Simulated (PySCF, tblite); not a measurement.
**C₂H₇F₃NSi₂ radical: geometry, infrared bands and EPR parameters**

Wanted: the infrared bands and EPR parameters of C₂H₇F₃NSi₂ radical (`C[Si@H](N[SiH2])C(F)(F)F`), by calculation.

The runs use tblite 0.8.0 and PySCF 2.14.0, with density-fitted response routines of our own; the level of theory stands in each step. All values are computed, except where a source is named. Atoms count from 0, in the outputs and in this text.

**1. The starting structure**

15 atoms, charge 0, multiplicity 2; geometry from: force field or distance geometry start.

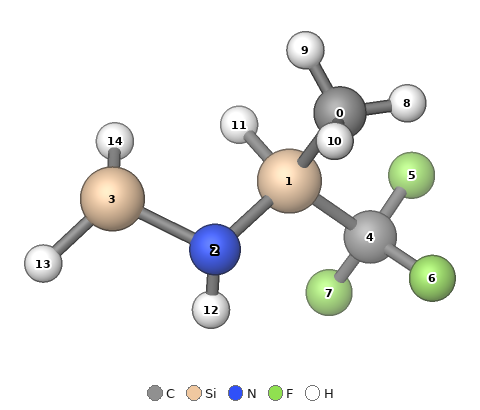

As it starts; carbon grey, silicon light orange, nitrogen blue, fluorine green, hydrogen white, atoms numbered; sticks join atoms by distance.

**2. Optimising the geometry with GFN2-xTB**

What the job is given:

```
{"job": {"kind": "relax", "xc": "GFN2-xTB", "basis": "xTB"}, "charge": 0, "multiplicity": 2}
C     -0.727300     1.794200    -0.190600
Si    -0.242800     0.028100     0.143700
N      1.219200    -0.305400    -0.808400
Si     2.628400    -0.009400     0.247600
C     -1.645700    -1.138600    -0.153500
F     -2.590800    -0.911200     0.837000
F     -2.266300    -0.927500    -1.383400
F     -1.188700    -2.427800    -0.022800
H     -1.834800     1.814200    -0.173900
H     -0.317700     2.430800     0.632000
H     -0.302200     2.179400    -1.129800
H      0.137600    -0.086500     1.572500
H      1.266200    -1.256200    -1.186900
H      3.714000    -0.984600    -0.037100
H      2.146500    -0.191600     1.631600
```

Command:

```
OMP_NUM_THREADS=1 python probes_run.py task.json out
```

The driver reads the jobs from task.json and runs them one after another.

Log:

```text
step      E/eV     max force
  0    -772.30920    3.021
  1    -772.56465    0.997
  2    -772.69329    1.043
  3    -772.76730    0.617
  4    -772.81557    0.467
  5    -772.86208    0.901
  6    -772.92761    1.088
  7    -772.97763    0.718
  8    -773.01468    0.515
  9    -773.04249    0.405
 10    -773.06991    0.604
 11    -773.09694    0.553
 12    -773.11607    0.252
 13    -773.12642    0.242
 14    -773.13547    0.315
 15    -773.14768    0.414
 16    -773.15918    0.315
 17    -773.16792    0.379
 18    -773.17623    0.237
 19    -773.18446    0.233
 20    -773.18974    0.215
 21    -773.19555    0.155
 22    -773.19978    0.189
 23    -773.20389    0.201
 24    -773.20884    0.251
 25    -773.21549    0.304
 26    -773.22186    0.230
 27    -773.22625    0.150
 28    -773.22882    0.143
 29    -773.23051    0.135
 30    -773.23214    0.110
 31    -773.23363    0.078
 32    -773.23491    0.100
 33    -773.23621    0.146
 34    -773.23765    0.156
 35    -773.23912    0.123
 36    -773.24056    0.097
 37    -773.24203    0.121
 38    -773.24358    0.158
 39    -773.24499    0.141
 40    -773.24594    0.084
 41    -773.24653    0.060
 42    -773.24717    0.086
 43    -773.24823    0.127
 44    -773.24989    0.146
 45    -773.25182    0.110
 46    -773.25328    0.090
 47    -773.25423    0.088
 48    -773.25516    0.098
 49    -773.25635    0.114
 50    -773.25825    0.109
 51    -773.25991    0.099
 52    -773.26157    0.108
 53    -773.26334    0.098
 54    -773.26445    0.264
 55    -773.26612    0.078
 56    -773.26677    0.052
 57    -773.26743    0.060
 58    -773.26781    0.053
 59    -773.26858    0.063
 60    -773.26935    0.082
 61    -773.27042    0.091
 62    -773.27152    0.089
 63    -773.27266    0.080
 64    -773.27368    0.075
 65    -773.27467    0.093
 66    -773.27548    0.110
 67    -773.27653    0.075
 68    -773.27786    0.076
 69    -773.27933    0.102
 70    -773.28098    0.089
 71    -773.28288    0.109
 72    -773.28454    0.078
 73    -773.28573    0.076
 74    -773.28648    0.081
 75    -773.28701    0.082
 76    -773.28776    0.084
 77    -773.28991    0.096
 78    -773.29368    0.118
 79    -773.29742    0.191
 80    -773.30217    0.176
 81    -773.30437    0.095
 82    -773.30542    0.051
 83    -773.30591    0.045
 84    -773.30632    0.040
 85    -773.30656    0.037
 86    -773.30670    0.043
 87    -773.30686    0.040
 88    -773.30707    0.043
 89    -773.30729    0.043
 90    -773.30746    0.033
 91    -773.30755    0.017
 92    -773.30760    0.016
 93    -773.30765    0.017
 94    -773.30770    0.017
 95    -773.30774    0.015
 96    -773.30779    0.018
 97    -773.30783    0.020
 98    -773.30790    0.019
 99    -773.30799    0.023
100    -773.30809    0.022
101    -773.30818    0.024
102    -773.30823    0.028
103    -773.30827    0.028
104    -773.30832    0.023
105    -773.30840    0.022
106    -773.30853    0.028
107    -773.30867    0.032
108    -773.30878    0.028
109    -773.30884    0.022
110    -773.30888    0.019
111    -773.30896    0.019
112    -773.30907    0.025
113    -773.30920    0.024
114    -773.30930    0.017
115    -773.30935    0.016
116    -773.30939    0.015
117    -773.30943    0.015
118    -773.30947    0.017
119    -773.30951    0.015
120    -773.30955    0.017
121    -773.30958    0.019
122    -773.30962    0.014
123    -773.30966    0.013
124    -773.30968    0.011
125    -773.30971    0.015
126    -773.30973    0.017
127    -773.30976    0.017
128    -773.30980    0.018
129    -773.30986    0.026
130    -773.30996    0.033
131    -773.31011    0.036
132    -773.31027    0.028
133    -773.31039    0.023
134    -773.31045    0.024
135    -773.31048    0.021
136    -773.31051    0.018
137    -773.31053    0.014
138    -773.31056    0.011
139    -773.31058    0.009
```

Wall time 0.85 s (1 thread of Arm Neoverse V2, shared host).

Along the way: (not every step is listed)

| step | energy from step 0 (eV) | largest force (eV/Å) |
| --- | --- | --- |
| 0 | 0.0000 | 3.0214 |
| 1 | -0.2554 | 0.9969 |
| 2 | -0.3841 | 1.0433 |
| 3 | -0.4581 | 0.6173 |
| 4 | -0.5064 | 0.4670 |
| 5 | -0.5529 | 0.9014 |
| 6 | -0.6184 | 1.0883 |
| 7 | -0.6684 | 0.7177 |
| 8 | -0.7055 | 0.5151 |
| 20 | -0.8805 | 0.2149 |
| 32 | -0.9257 | 0.0996 |
| 44 | -0.9407 | 0.1462 |
| 56 | -0.9576 | 0.0517 |
| 68 | -0.9687 | 0.0757 |
| 80 | -0.9930 | 0.1755 |
| 92 | -0.9984 | 0.0160 |
| 104 | -0.9991 | 0.0230 |
| 116 | -1.0002 | 0.0154 |
| 128 | -1.0006 | 0.0177 |
| 134 | -1.0012 | 0.0238 |
| 135 | -1.0013 | 0.0214 |
| 136 | -1.0013 | 0.0184 |
| 137 | -1.0013 | 0.0136 |
| 138 | -1.0014 | 0.0108 |
| 139 | -1.0014 | 0.0095 |

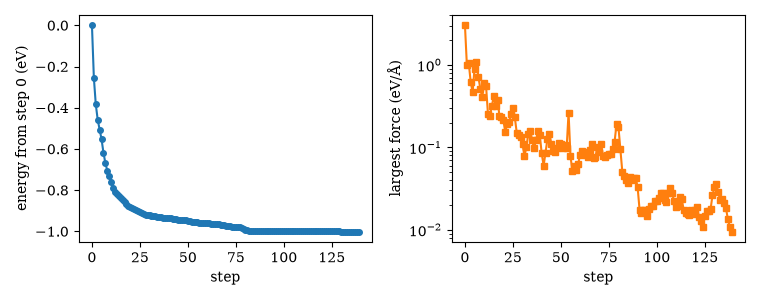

Energy and force, step by step.

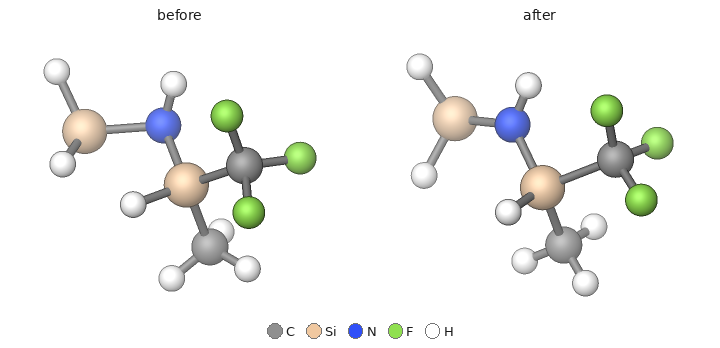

The geometry before (left) and after (right).

Close pairs (by a distance rule), those that changed most:

| bond | before (Å) | after (Å) | change (Å) |
| --- | --- | --- | --- |
| Si1–C4 | 1.849 | 1.941 | +0.093 |
| Si1–N2 | 1.776 | 1.716 | -0.061 |
| C4–F6 | 1.394 | 1.350 | -0.044 |
| C4–F5 | 1.388 | 1.348 | -0.040 |
| N2–Si3 | 1.786 | 1.749 | -0.037 |
| C0–H9 | 1.118 | 1.085 | -0.033 |
| Si3–H13 | 1.487 | 1.458 | -0.028 |
| C0–Si1 | 1.862 | 1.889 | +0.027 |

The end geometry stands in the next job.

**3. Harmonic vibrations with GFN2-xTB**

What the job is given:

```
{"job": {"kind": "ir", "xc": "GFN2-xTB", "basis": "xTB"}, "charge": 0, "multiplicity": 2}
C     -0.630438     1.744119     0.025545
Si    -0.315515    -0.061006     0.483807
N      1.136827    -0.675371    -0.191735
Si     2.743305     0.013935    -0.143670
C     -1.692668    -1.126492    -0.374599
F     -2.908222    -0.956009     0.183261
F     -1.844878    -0.850919    -1.687507
F     -1.438942    -2.453514    -0.309948
H     -1.587180     2.090352     0.406852
H      0.142221     2.383409     0.439938
H     -0.633767     1.883589    -1.053144
H     -0.478245    -0.337343     1.915880
H      1.081007    -1.574796    -0.645371
H      3.684183    -1.088668     0.017146
H      2.737898     1.016702     0.911635
```

Log:

```text
mode    cm-1     km/mol
  1      19.6      0.04
  2      53.0      0.87
  3      76.0      2.55
  4      85.1      0.88
  5     113.4      0.28
  6     119.7      0.28
  7     159.2      3.60
  8     208.0      3.76
  9     236.5      1.86
 10     265.8     22.56
 11     343.6     54.61
 12     403.7     72.66
 13     459.3      5.79
 14     462.6      3.43
 15     550.0     37.12
 16     603.9     81.48
 17     626.4    108.31
 18     654.3      8.12
 19     662.2     91.91
 20     693.7     65.77
 21     715.4    112.61
 22     788.9    124.91
 23     825.3     82.83
 24     833.3    133.72
 25     987.7    135.65
 26    1018.2    265.19
 27    1032.1    359.75
 28    1153.4    154.58
 29    1190.9    199.10
 30    1370.7     26.78
 31    1463.9      2.53
 32    1470.2      1.22
 33    2234.1    293.40
 34    2284.7    188.36
 35    2313.5    451.51
 36    3025.7     10.33
 37    3039.1     12.36
 38    3054.3     22.53
 39    3450.4      5.73
```

It took 0.47 s on 1 thread of Arm Neoverse V2, shared host.

Which atoms move in the most intense modes:

| cm⁻¹ | km/mol | atoms |
| --- | --- | --- |
| 988 | 135.7 | N2 38 %, H12 23 %, Si1 17 %, C4 12 % |
| 1018 | 265.2 | C4 67 %, F7 14 %, F6 12 % |
| 1032 | 359.8 | C4 64 %, F5 16 % |
| 1153 | 154.6 | C4 66 % |
| 1191 | 199.1 | H12 60 %, N2 27 % |
| 2234 | 293.4 | H11 97 % |
| 2285 | 188.4 | H13 87 %, H14 10 % |
| 2314 | 451.5 | H14 87 % |

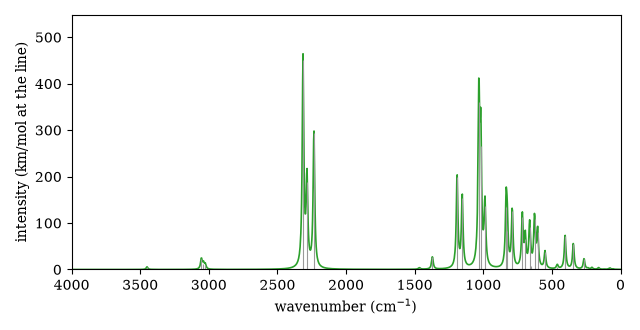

The infrared spectrum from these modes, unscaled. Lines are broadened to a width of 14 cm⁻¹ (Lorentzian).

**4. g tensor and hyperfine couplings: B3LYP/pcH-1**

The job, as its differences from that of step 3:

```diff
@@ -1,2 +1,2 @@
-{"job": {"kind": "ir", "xc": "GFN2-xTB", "basis": "xTB"}, "charge": 0, "multiplicity": 2}
+{"job": {"kind": "epr", "basis": "pcH-1"}, "charge": 0, "multiplicity": 2}
 C     -0.630438     1.744119     0.025545
```

Method: UKS B3LYP, pcH-1 on C F H N Si, non-relativistic, mean-field spin-orbit, GIAO.

Log:

```text
UKS, coarse grid
  cycle   1  E = -1013.57157032  |g| = 7.41e-01
  cycle   2  E = -1013.29654990  |g| = 1.18e+00
  cycle   3  E = -1013.75389793  |g| = 7.64e-02
  cycle   4  E = -1013.75522957  |g| = 5.39e-02
  cycle   5  E = -1013.75649039  |g| = 1.18e-02
  cycle   6  E = -1013.75653367  |g| = 3.70e-03
  cycle   7  E = -1013.75653960  |g| = 8.46e-04
UKS, final grid
  cycle   1  E = -1013.75659543  |g| = 1.11e-03
  cycle   2  E = -1013.75659466  |g| = 1.77e-03
  cycle   3  E = -1013.75659598  |g| = 1.74e-04
  cycle   4  E = -1013.75659600  |g| = 3.73e-05
  cycle   5  E = -1013.75659600  |g| = 1.43e-05
E = -1013.75659600 Eh   <S^2> = 0.7514 (exact 0.7500)
g shifts (ppm)      1          2          3
  rmc          -143       -143       -143
  gc             20         54         52
  oz_so         -53        322       1610
  total        -176        233       1519
hyperfine (MHz)  atom isotope    a_iso     a_fc   dipolar eigenvalues
    0   13C       1.59       1.59     -0.60     -0.04      0.64
    1  29Si      -0.01      -0.01     -1.71      0.62      1.09
    2   14N      12.92      12.89     -6.86     -6.52     13.38
    3  29Si    -545.32    -546.28   -149.42     74.10     75.32
    4   13C      -0.56      -0.56     -0.27     -0.20      0.48
    5   19F      -0.13      -0.13     -0.33     -0.21      0.53
    6   19F       1.55       1.55     -1.39     -1.17      2.56
    7   19F       0.92       0.92     -1.24     -0.84      2.09
    8    1H      -0.61      -0.61     -0.77     -0.63      1.40
    9    1H       0.08       0.08     -1.41     -1.21      2.62
   10    1H      -0.04      -0.04     -1.23     -1.07      2.30
   11    1H       7.81       7.81     -1.20     -1.12      2.32
   12    1H      -9.26      -9.30     -7.78     -3.20     10.98
   13    1H     101.58     101.57     -8.24      0.61      7.63
   14    1H      75.55      75.54     -8.30      0.08      8.22
```

Wall time 1.9 min (1 thread of Arm Neoverse V2, shared host); peak memory 0.98 GiB.

Principal g values 2.00214, 2.00255, 2.00384; g(iso) = 2.00284, against 2.00232 for a free electron.

Hyperfine couplings; where a row names several nuclei, a(iso) is their mean (it holds for fast rotation or exchange) and the dipolar term the largest among them:

| nuclei | isotope | a(iso) (MHz) | a(iso) (G, at g = 2.0023) | largest dipolar term (MHz) |
| --- | --- | --- | --- | --- |
| Si3 | 29Si | -545.3 | -194.6 | -149.4 |
| H13, H14 | 1H | 88.6 | 31.6 | -8.3 |
| N2 | 14N | 12.9 | 4.6 | 13.4 |
| H12 | 1H | -9.3 | -3.3 | 11.0 |
| H11 | 1H | 7.8 | 2.8 | 2.3 |
| C0 | 13C | 1.6 | 0.6 | 0.6 |
| F5, F6, F7 | 19F | 0.8 | 0.3 | 2.6 |
| C4 | 13C | -0.6 | -0.2 | 0.5 |
| H8, H9, H10 | 1H | -0.2 | -0.1 | 2.6 |
| Si1 | 29Si | 0.0 | 0.0 | -1.7 |

Mulliken spin populations:

C0 0.00; Si1 0.00; N2 0.10; Si3 0.83; C4 0.00; F5 0.00; F6 0.00; F7 0.00; H8 0.00; H9 0.00; H10 0.00; H11 0.01; H12 0.00; H13 0.04; H14 0.03

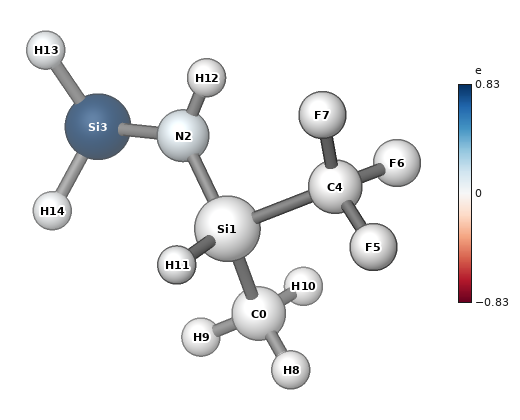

Mulliken spin populations, as colours on the atoms.

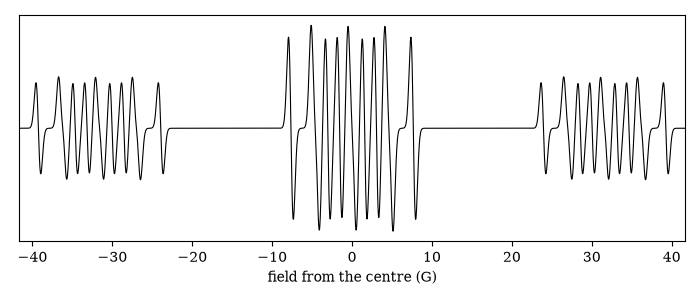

First-order isotropic spectrum (first derivative, main isotopes with spin only, couplings over 0.8 MHz, Gaussian width 0.3 G; couplings of the frozen geometry, rotation of groups not averaged beyond the rows shown).

Orbitals, density, ELF and potential are computed afterwards from the orbital file.

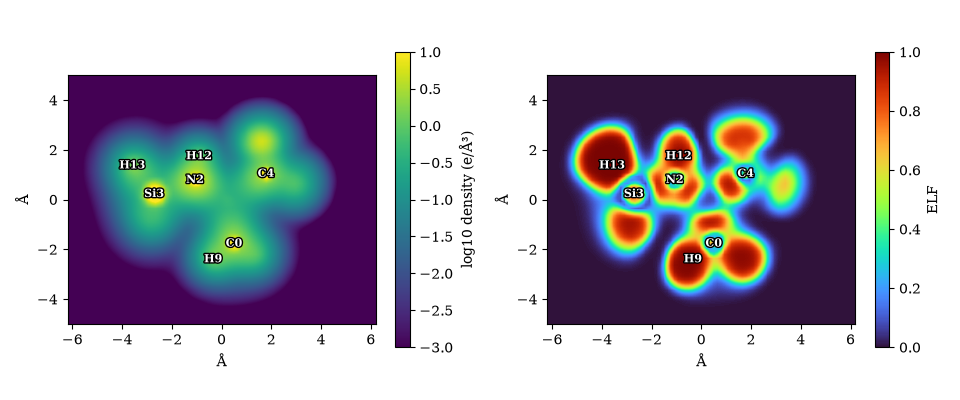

Density (left) and ELF (right) in a plane through or near 7 of the atoms.

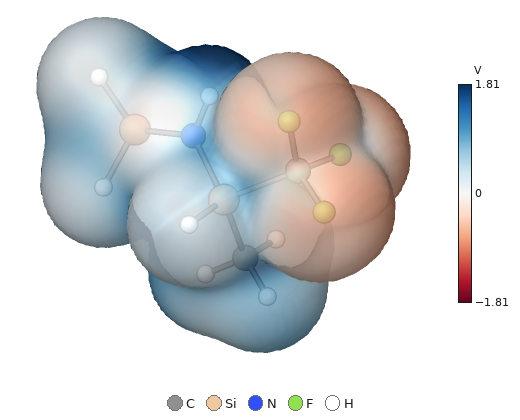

The potential that a unit positive charge feels on the 0.002 e/bohr³ surface, from -0.73 V near F5 to 1.81 V near H12.

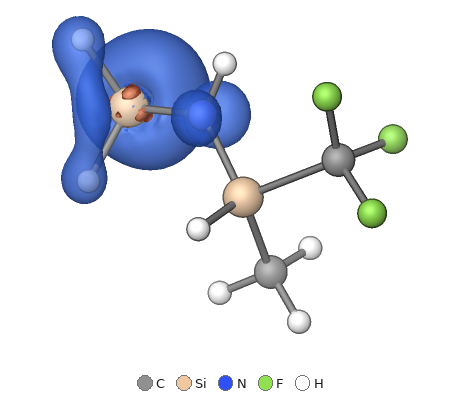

Spin density at ±0.03 e/Å³ (alpha excess blue, beta excess red).

**5. Outcome**

| quantity | value |
| --- | --- |
| strongest single infrared mode (GFN2-xTB) | 2314 cm⁻¹, 452 km/mol |
| zero-point energy (GFN2-xTB) | 55.8 kcal/mol |
| g(iso) (B3LYP) | 2.00284 |
| ⟨S²⟩ | 0.751 (exact 0.75) |
| largest a(iso) (averaged by class) | 29Si on Si3, -545.3 MHz |
| potential on the surface of density 0.002 e/bohr³, 1st and 99th percentile | -0.73 V and 1.81 V |

What this shows: The optimisation took 139 steps and gained 1.001 eV; among the close pairs (by a distance rule), Si1–C4 changed most, from 1.849 to 1.941 Å. All 39 modes are real, so the xTB geometry is a minimum. The strongest single mode, at 2314 cm⁻¹, moves mainly H14. GFN2-xTB is a fitted tight-binding method: band positions and strengths are rough. Its intensities can rank the bands wrongly. Si3 carries the largest spin population, 0.83 e. The isotropic g lies 0.5 ppt above the free-electron value. These values are for one conformer; the search (at its own cheap level) found 1 more, at 0.70 kcal/mol, and measured spectra average over such forms.
